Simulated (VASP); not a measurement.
Band structure of PbSe (rock salt). These are optB88-vdW, VASP's PBE PAW potentials (set 64) (plane waves; VASP 6.6.1) values and carry that method's errors.

Unless said otherwise, spin-orbit coupling is left out, though it shifts the bands of the heavy elements here.

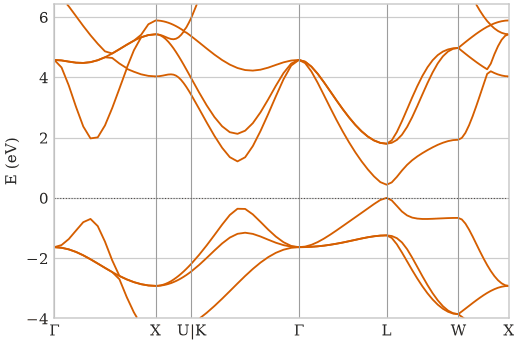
*Bands along high-symmetry lines, zero at the valence-band maximum or, without a gap, the Fermi level*

**Question.** Read the plot: is there a gap, and where are the band edges?

**Answer.** The gap is direct, 0.44 eV, from the valence maximum at L to the conduction minimum at L. (Edges off the drawn lines would not show.)

The compound is PbSe in the rock salt structure. It was relaxed first.
